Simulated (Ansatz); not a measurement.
**One shape, several levels: quartet SiH**

Aim: a comparison of 6 runs (UBHLYP/3-21G, UPBE/3-21G, U-wB97X/6-311G**, UBHLYP/6-311G**, UBCCD(T)/3-21G, FCI/6-311G**) of quartet SiH. 

The results are computed with Ansatz 0.2.0.

66 further runs of the same task are left out: 2 that didn't finish, 64 set aside as unsound or not needed.

## Step 1: The structure to begin with

SiH: 2 atoms, total charge 0, spin state quartet. As SMILES of the parent species, `[SiH]`. The shape is that of a GFN2-xTB optimisation. That shape belongs to the parent species and isn't relaxed for this state.

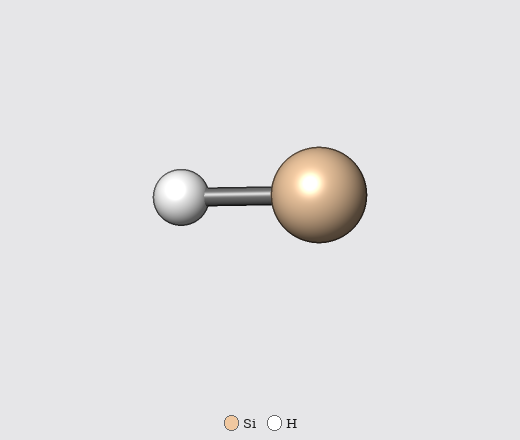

Viewed from a chosen angle; silicon light orange, hydrogen white.

## Step 2: A single-point energy at UBHLYP/3-21G (run 1)

molecule.yaml reads:

```yaml
crystal:
  periodic: [false, false, false]
  atoms:
    - {symbol: Si, position_ang: [0.000000, 0.000000, 0.000000]}
    - {symbol: H, position_ang: [0.000000, 0.000000, 1.516560]}
basis:
  gaussian:
    orbitals: 3-21G.json
magnetization:
  spin_polarized: true
  initial_magnetization: 3
hamiltonian:
  xc: {name: BHLYP}
accuracy: high
```

The basis set 3-21G is read from a file made from the Basis Set Exchange's data (not shown).

On the command line:

```sh
$ ansatz run molecule.yaml --threads 1 --pin off --max-ram 2610MiB --events-out events.jsonl --progress --plain --runs-dir runs
```

The program printed:

```text
Warning: RAYON_NUM_THREADS=1 ignored (pool sized by the plan → 1); use --threads N
Functional definition: BHLYP
  name "BHLYP"
  parameter a = 0.5
  exchange = (1 - a)*b88_x + a*exact_x
  correlation = lyp_c
284 factors; integrals over basis functions are off by at most 2.9e-9 eV
mean field evaluation 1: about -7847.4751 eV, gradient 3.0e0 eV
mean field evaluation 2: about -7847.6044 eV, gradient 1.1e0 eV
mean field evaluation 4: about -7847.6248 eV, gradient 1.6e-1 eV
mean field evaluation 8: about -7847.6274 eV, gradient 9.3e-3 eV
mean field evaluation 16: about -7847.6274 eV, gradient 2.5e-9 eV
mean field -7847.62739402 eV, -288.3949874172 hartree, gradient 4.3e-9 eV, S^2 3.751869; 0 other end points of the search recorded, 0 dependent functions left out
reference -7847.62741107 eV, -288.3949880438 hartree; 9, 6 occupied and 6, 9 virtual orbitals, 284 factors
Total energy: -7847.62741107 eV, -288.3949880438 hartree
```

It took 0.54 s on 1 thread of Arm Neoverse V2, shared host; peak memory 0.09 GiB.

## Step 3: A single-point energy at UPBE/3-21G (run 2)

molecule.yaml reads:

```yaml
basis:
  gaussian:
    orbitals: 3-21G.json
crystal:
  periodic: [false, false, false]
  atoms:
    - {symbol: Si, position_ang: [0.000000, 0.000000, 0.000000]}
    - {symbol: H, position_ang: [0.000000, 0.000000, 1.516560]}
accuracy: high
hamiltonian:
  xc: {name: PBE}
magnetization:
  spin_polarized: true
  initial_magnetization: 3
```

The basis set 3-21G is read from a file made from the Basis Set Exchange's data (not shown).

On the command line:

```sh
$ ansatz run molecule.yaml --threads 1 --pin off --max-ram 2610MiB --events-out events.jsonl --progress --plain --runs-dir runs
```

The program printed:

```text
Warning: RAYON_NUM_THREADS=1 ignored (pool sized by the plan → 1); use --threads N
Functional definition: PBE
  name "PBE"
  parameter kappa = 0.804
  parameter beta = 0.06672455060314922
  exchange = pbe_x(kappa = kappa, mu = beta*pi^2/3)
  correlation = pbe_c(beta = beta)
284 factors; integrals over basis functions are off by at most 2.9e-9 eV
mean field evaluation 1: about -7843.2828 eV, gradient 2.5e0 eV
mean field evaluation 2: about -7843.3459 eV, gradient 2.0e0 eV
mean field evaluation 4: about -7843.3829 eV, gradient 1.8e-1 eV
mean field evaluation 8: about -7843.3815 eV, gradient 2.3e-3 eV
mean field evaluation 16: about -7843.3815 eV, gradient 5.2e-8 eV
mean field -7843.38145968 eV, -288.2389522084 hartree, gradient 5.2e-8 eV, S^2 3.750182; 0 other end points of the search recorded, 0 dependent functions left out
reference -7843.38146197 eV, -288.2389522925 hartree; 9, 6 occupied and 6, 9 virtual orbitals, 284 factors
Total energy: -7843.38146197 eV, -288.2389522925 hartree
```

Run time: 0.56 s. Hardware: 1 thread of Arm Neoverse V2, shared host.

Runs 3 to 5 aren't shown in full; the table further down has their settings and results.

## Step 4: A single-point energy at FCI/6-311G(d,p) (run 6)

molecule.yaml reads:

```yaml
crystal:
  periodic: [false, false, false]
  atoms:
    - {symbol: Si, position_ang: [0.000000, 0.000000, 0.000000]}
    - {symbol: H, position_ang: [0.000000, 0.000000, 1.516560]}
basis:
  gaussian:
    orbitals: 6-311G_st__st_-spherical.json
magnetization:
  spin_polarized: true
  initial_magnetization: 3
correlation:
  method: fci
  frozen_orbitals: {H: 0, Si: 5}
accuracy: high
```

The basis set 6-311G** is read from a file made from the Basis Set Exchange's data (not shown).

On the command line:

```sh
$ ansatz run molecule.yaml --threads 1 --pin off --max-ram 2610MiB --events-out events.jsonl --progress --plain --runs-dir runs
```

The program printed:

```text
Warning: RAYON_NUM_THREADS=1 ignored (pool sized by the plan → 1); use --threads N
Functional definition: HF
  name "HF"
  exchange = exact_x
  correlation = 0
456 factors; integrals over basis functions are off by at most 4.1e-9 eV
mean field evaluation 1: about -7874.2660 eV, gradient 5.7e0 eV
mean field evaluation 2: about -7874.2707 eV, gradient 5.7e0 eV
mean field evaluation 4: about -7874.8350 eV, gradient 9.9e-1 eV
mean field evaluation 8: about -7874.8822 eV, gradient 1.2e-1 eV
mean field -7874.88277605 eV, -289.3966042326 hartree, gradient 1.4e-8 eV, S^2 3.752365; 0 other end points of the search recorded, 0 dependent functions left out
mean field evaluation 16: about -7874.8442 eV, gradient 3.4e-1 eV
5 core orbitals not correlated: weight in the atoms' cores, before any rotation towards them, 1.000 or more for the frozen orbitals, at most 0.000 for the correlated occupied ones
reference -7874.85184147 eV, -289.3954674078 hartree; 4, 1 occupied and 23, 26 virtual orbitals, 456 factors
state -7876.66447212 eV, -289.4620803554 hartree
Total energy: -7876.66447212 eV, -289.4620803554 hartree
```

It took 4.2 s on 1 thread of Arm Neoverse V2, shared host.

## Step 5: The series

```tsv
run	level	frozen core orbitals	energy (Eh)	⟨S²⟩	wall time
1	UBHLYP/3-21G	–	-288.394988	3.752	0.54 s
2	UPBE/3-21G	–	-288.238952	3.750	0.56 s
3	U-wB97X/6-311G**	–	-289.909422	3.752	4.2 s
4	UBHLYP/6-311G**	–	-289.924279	3.753	0.84 s
5	UBCCD(T)/3-21G	5	-287.911130	3.751	0.26 s
6	FCI/6-311G**	5	-289.462080	–	4.2 s
```

## Step 6: Summary of results

| quantity | value |
| --- | --- |
| run 6: total energy | -289.46208 Eh |
| run 6: correlation energy (5 core orbitals frozen) | -66.6 mEh |

**Reading.** Totals of different functionals can't be ranked against each other. All runs together took 11 s, the longest 4.2 s.
